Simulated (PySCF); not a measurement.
**[PbH3]+: other spin states, a change of charge and excitations**

Aim: at the relaxed geometry of [PbH3]+, try other spin states, a change of charge and excitations. It is a constructed species; whether it can be made isn't addressed.

Program: PySCF 2.14.0. Level of theory: PBE0, Pb def2-SVP with ECP60, H def2-SVP; scalar-relativistic core potentials, no spin–orbit coupling. These are calculated values, not measurements.

2 further runs of the same task are left out: 2 for a known fault of the program.

### 1 Starting geometry

4 atoms, charge 1, spin multiplicity 1.

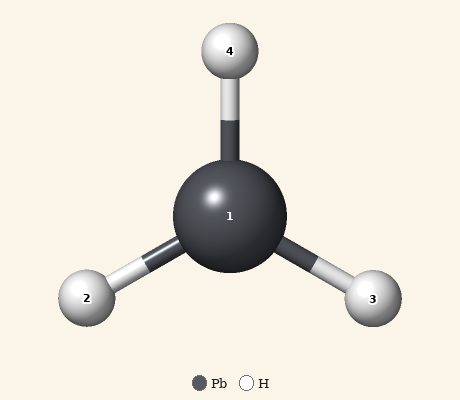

The structure; lead dark grey, hydrogen white; atoms are numbered from 1 in the order of the file.

Geometry (Å):

```
Pb    0.4701    0.0000    0.0000
H    -0.3988    0.0000    1.5080
H    -0.3988    0.0000   -1.5080
H     2.2109    0.0000    0.0000
```

Formal oxidation states: Pb +4. An earlier session relaxed this geometry at PBE0, Pb def2-SVP with ECP60, H def2-SVP (singlet, point group D3h).

Its energy there is -194.297849 Eh.

### 2 Multiplicity 3 at the relaxed geometry

run.py (the lines that set the calculation)

```python
mol = gto.M(atom='''
Pb     0.47005     0.00000     0.00000
H     -0.39880     0.00000     1.50802
H     -0.39880     0.00000    -1.50802
H      2.21088     0.00000     0.00000''',
    basis={'Pb': 'def2-SVP', 'H': 'def2-SVP'},
    ecp={'Pb': 'def2-SVP'},
    charge=1, spin=2)
mf = dft.UKS(mol, xc='PBE0')
mf.grids.atom_grid = (50, 194)
mf = mf.density_fit()  # fitting sets: Pb def2-universal-JKFIT, H def2-universal-JKFIT
mf.conv_tol = 1e-08; mf.max_cycle = 55
mf.kernel(dm0)  # dm0: free metal ions and neutral atoms
```

Launch:

```bash
$ OMP_NUM_THREADS=2 python run.py
```

Standard output:

```text
init E= -193.964071304724
cycle= 1 E= -194.068373145895  delta_E= -0.104  |g|= 0.241  |ddm|=  1.8
cycle= 2 E= -194.106184575946  delta_E= -0.0378  |g|= 0.185  |ddm|= 0.808
cycle= 3 E= -194.127003540954  delta_E= -0.0208  |g|= 0.0199  |ddm|= 0.304
cycle= 4 E= -194.127642482963  delta_E= -0.000639  |g|= 0.0075  |ddm|= 0.0554
cycle= 5 E= -194.127744940375  delta_E= -0.000102  |g|= 0.00484  |ddm|= 0.028
cycle= 6 E= -194.127768035531  delta_E= -2.31e-05  |g|= 0.000414  |ddm|= 0.00877
cycle= 7 E= -194.12776844904  delta_E= -4.14e-07  |g|= 9.21e-05  |ddm|= 0.0015
cycle= 8 E= -194.127768476759  delta_E= -2.77e-08  |g|= 2.54e-05  |ddm|= 0.000399
cycle= 9 E= -194.127768478629  delta_E= -1.87e-09  |g|= 4.74e-06  |ddm|= 0.000112
Extra cycle  E= -194.127768478679  delta_E= -5.04e-11  |g|= 2.03e-06  |ddm|= 1.4e-05
converged SCF energy = -194.127768478679  <S^2> = 2.0044904  2S+1 = 3.0029921
```

Run time: 0.9 s. Hardware: 2 threads of Arm Neoverse V1, shared host.

Result: E = -194.127768 Eh (+4.628 eV from the relaxed state), HOMO -11.20 eV, LUMO -13.79 eV (over both spins), ⟨S²⟩ = 2.004, Mulliken charge on Pb1 +0.38 e. An empty level of one spin lies below a filled level of the other.

### 3 One electron removed, multiplicity 2

Changes to run.py (the lines that set the calculation) since step 2:

```diff
@@ -7,3 +7,3 @@
     ecp={'Pb': 'def2-SVP'},
-    charge=1, spin=2)
+    charge=2, spin=1)
 mf = dft.UKS(mol, xc='PBE0')
@@ -12,2 +12,2 @@
 mf.conv_tol = 1e-08; mf.max_cycle = 55
-mf.kernel(dm0)  # dm0: free metal ions and neutral atoms
+mf.kernel(dm0)  # dm0: the density of the relaxed state
```

Launch:

```bash
$ OMP_NUM_THREADS=2 python run.py
```

Standard output:

```text
init E= -194.309134051068
cycle= 1 E= -193.604882493348  delta_E= 0.704  |g|= 0.141  |ddm|= 0.568
  HOMO = -0.832873539237  LUMO = -0.80343501012  gap/eV = 0.80106
cycle= 2 E= -193.62436417069  delta_E= -0.0195  |g|= 0.0738  |ddm|= 0.45
  HOMO = -0.832359760297  LUMO = -0.765725888815  gap/eV = 1.81320
cycle= 3 E= -193.62885313963  delta_E= -0.00449  |g|= 0.0183  |ddm|= 0.152
  HOMO = -0.826082635846  LUMO = -0.756753126352  gap/eV = 1.88655
cycle= 4 E= -193.629213038168  delta_E= -0.00036  |g|= 0.00343  |ddm|= 0.0376
  HOMO = -0.827106512174  LUMO = -0.754760654264  gap/eV = 1.96863
cycle= 5 E= -193.629240500718  delta_E= -2.75e-05  |g|= 0.00127  |ddm|= 0.0132
  HOMO = -0.826959385103  LUMO = -0.754521932716  gap/eV = 1.97112
cycle= 6 E= -193.629242200639  delta_E= -1.7e-06  |g|= 0.000194  |ddm|= 0.00274
  HOMO = -0.827027703053  LUMO = -0.754498251386  gap/eV = 1.97363
cycle= 7 E= -193.629242277709  delta_E= -7.71e-08  |g|= 5.72e-05  |ddm|= 0.000708
  HOMO = -0.827021073089  LUMO = -0.754489188525  gap/eV = 1.97369
cycle= 8 E= -193.629242282682  delta_E= -4.97e-09  |g|= 1.28e-05  |ddm|= 0.000161
  HOMO = -0.827023791408  LUMO = -0.754490260199  gap/eV = 1.97374
Extra cycle  E= -193.629242283004  delta_E= -3.22e-10  |g|= 6.3e-06  |ddm|= 4.01e-05
converged SCF energy = -193.629242283004  <S^2> = 0.75724091  2S+1 = 2.0072278
```

It took 0.4 s on 2 threads of Arm Neoverse V1, shared host.

Result: E = -193.629242 Eh (+18.194 eV from the relaxed state), HOMO -22.50 eV, LUMO -20.53 eV (over both spins), ⟨S²⟩ = 0.757, Mulliken charge on Pb1 +1.15 e. 

### 4 One electron added, multiplicity 2

Changes to run.py (the lines that set the calculation) since step 3:

```diff
@@ -7,3 +7,3 @@
     ecp={'Pb': 'def2-SVP'},
-    charge=2, spin=1)
+    charge=0, spin=1)
 mf = dft.UKS(mol, xc='PBE0')
```

Launch:

```bash
$ OMP_NUM_THREADS=2 python run.py
```

Standard output:

```text
init E= -194.307400520986
  HOMO = -0.338041620015  LUMO = -0.331148463361  gap/eV = 0.18757
cycle= 1 E= -194.536479506655  delta_E= -0.229  |g|= 0.137  |ddm|= 0.809
  HOMO = -0.143882124276  LUMO = -0.0421531799517  gap/eV = 2.76819
cycle= 2 E= -194.547174531496  delta_E= -0.0107  |g|= 0.12  |ddm|= 0.58
  HOMO = -0.172141167885  LUMO = -0.0684941655128  gap/eV = 2.82038
cycle= 3 E= -194.555294721377  delta_E= -0.00812  |g|= 0.00651  |ddm|= 0.191
  HOMO = -0.178191831851  LUMO = -0.0732449584921  gap/eV = 2.85575
cycle= 4 E= -194.555333803789  delta_E= -3.91e-05  |g|= 0.0017  |ddm|= 0.013
  HOMO = -0.178345529862  LUMO = -0.0728767241868  gap/eV = 2.86995
cycle= 5 E= -194.555339605469  delta_E= -5.8e-06  |g|= 0.000466  |ddm|= 0.00537
  HOMO = -0.178337959388  LUMO = -0.0727371148549  gap/eV = 2.87355
cycle= 6 E= -194.555340206933  delta_E= -6.01e-07  |g|= 3.33e-05  |ddm|= 0.00227
  HOMO = -0.178343356001  LUMO = -0.0727424744392  gap/eV = 2.87355
cycle= 7 E= -194.555340209088  delta_E= -2.16e-09  |g|= 9.42e-06  |ddm|= 0.000137
  HOMO = -0.178344315775  LUMO = -0.0727432994246  gap/eV = 2.87355
Extra cycle  E= -194.555340209148  delta_E= -5.94e-11  |g|= 6.44e-06  |ddm|= 2.61e-05
converged SCF energy = -194.555340209148  <S^2> = 0.75386325  2S+1 = 2.0038595
```

It took 0.4 s on 2 threads of Arm Neoverse V1, shared host.

It gives: E = -194.555340 Eh (-7.007 eV from the relaxed state), HOMO -4.85 eV, LUMO -1.98 eV (over both spins), ⟨S²⟩ = 0.754, Mulliken charge on Pb1 +0.01 e. 

### 5 Singlet excitations, Tamm-Dancoff B3LYP

Changes to run.py (the lines that set the calculation) since step 4:

```diff
@@ -7,4 +7,4 @@
     ecp={'Pb': 'def2-SVP'},
-    charge=0, spin=1)
-mf = dft.UKS(mol, xc='PBE0')
+    charge=1, spin=0)
+mf = dft.RKS(mol, xc='B3LYP')
 mf.grids.atom_grid = (50, 194)
```

Launch:

```bash
$ OMP_NUM_THREADS=2 python run.py
```

Standard output:

```text
init E= -194.373080486136
  HOMO = -0.568823759968913  LUMO = -0.345439335139022  gap/eV = 6.07860
cycle= 1 E= -194.373393263597  delta_E= -0.000313  |g|= 0.00923  |ddm|= 0.0598
  HOMO = -0.570160281266461  LUMO = -0.348630274220582  gap/eV = 6.02814
cycle= 2 E= -194.373409028003  delta_E= -1.58e-05  |g|= 0.00753  |ddm|= 0.0331
  HOMO = -0.569705924504032  LUMO = -0.347560418723122  gap/eV = 6.04489
cycle= 3 E= -194.373424804872  delta_E= -1.58e-05  |g|= 0.000288  |ddm|= 0.0125
  HOMO = -0.569702008373335  LUMO = -0.34748964324732  gap/eV = 6.04671
cycle= 4 E= -194.37342483941  delta_E= -3.45e-08  |g|= 1.67e-05  |ddm|= 0.000559
  HOMO = -0.569695601120082  LUMO = -0.347489557820514  gap/eV = 6.04653
cycle= 5 E= -194.37342483959  delta_E= -1.8e-10  |g|= 1.86e-06  |ddm|= 5.11e-05
  HOMO = -0.569696812916285  LUMO = -0.347490284090901  gap/eV = 6.04655
Extra cycle  E= -194.373424839592  delta_E= -1.62e-12  |g|= 8.72e-07  |ddm|= 5.04e-06
converged SCF energy = -194.373424839592
```

Run time: 2.2 s. Hardware: 2 threads of Arm Neoverse V1, shared host.

Read off: E = -194.373425 Eh, HOMO -15.50 eV, LUMO -9.46 eV, Mulliken charge on Pb1 +0.77 e. 

Singlet excitations:

```tsv
state	energy (eV)	oscillator strength
1	4.92	0.0000
2	4.92	0.0000
3	8.31	0.2295
4	8.32	0.2305
5	9.86	0.0000
6	10.57	0.0001
7	11.81	1.9873
8	11.81	1.9862
```

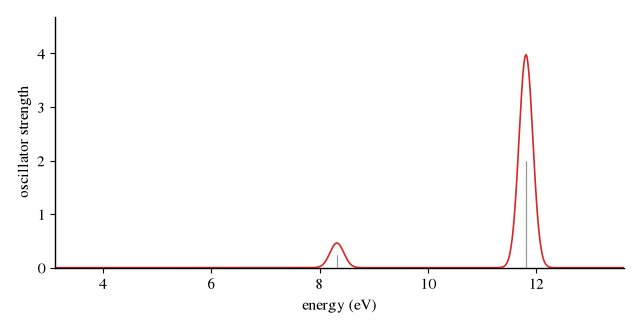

Absorption from the eight lowest singlets. Lines are broadened to a width of 0.30 eV (Gaussian).

### 6 Results

| state | energy from the relaxed state (eV) | ⟨S²⟩ | time |
| --- | --- | --- | --- |
| charge +1, singlet, vacuum (relaxed) | 0 | 0.00 |  |
| charge 0, doublet, vacuum | -7.01 | 0.75 | 0.4 s |
| charge +1, triplet, vacuum | 4.63 | 2.00 | 0.9 s |
| charge +2, doublet, vacuum | 18.19 | 0.76 | 0.4 s |

An electron taken off or put on is at rest in vacuum. 

In the excitation run (B3LYP), the lowest singlet lies at 4.92 eV (gaps between orbitals at other levels can't be set against it), and the brightest of the eight at 11.81 eV (f = 1.987); spin–orbit coupling would mix in triplets. Removing an electron vertically costs 18.19 eV (doublet), against −HOMO = 15.69 eV. Adding an electron vertically releases 7.01 eV (doublet). The triplet lies 4.63 eV above at this geometry. The bases are small and lack diffuse functions. Spin–orbit coupling is left out.
